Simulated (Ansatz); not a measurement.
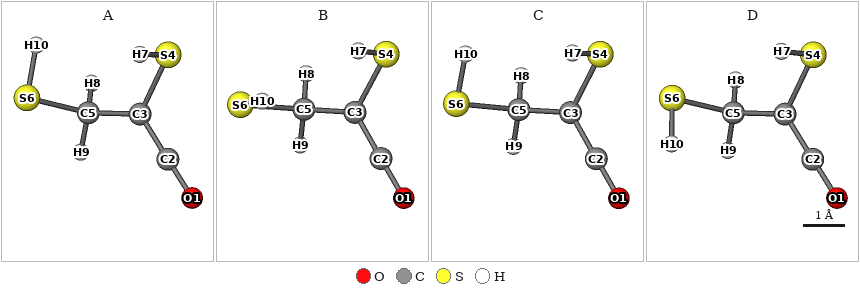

4 geometries from a converged minimum-energy path of C3H4OS2, shuffled. Style: ball-and-stick. Shown at a tilt.

All numbers below come from RHF/def2-SVP in Ansatz. Run with 5 movable images; climbing image; force threshold 0.05 eV/Å; iteration limit 60; starting path through a guess of the saddle point.

Which of them lies highest in energy?

Answer. B. In order along the path, whose images run from 0 to 6: D (image 0, 0.000 eV), B (image 2, +0.144 eV), C (image 5, +0.026 eV), A (image 6, +0.016 eV). The motion is a rotation about the C5–S6 bond by about 140°. No bond forms or breaks between the ends. Among the angles between lasting bonds that change up to the highest image: S6–C5–H8 104.4° → 107.6°, S6–C5–H9 109.2° → 106.6°.

Cost: 80 s on 2 threads of Intel(R) Xeon(R) Platinum 8488C (Sapphire Rapids), on a shared host, peak memory 0.26 GiB.
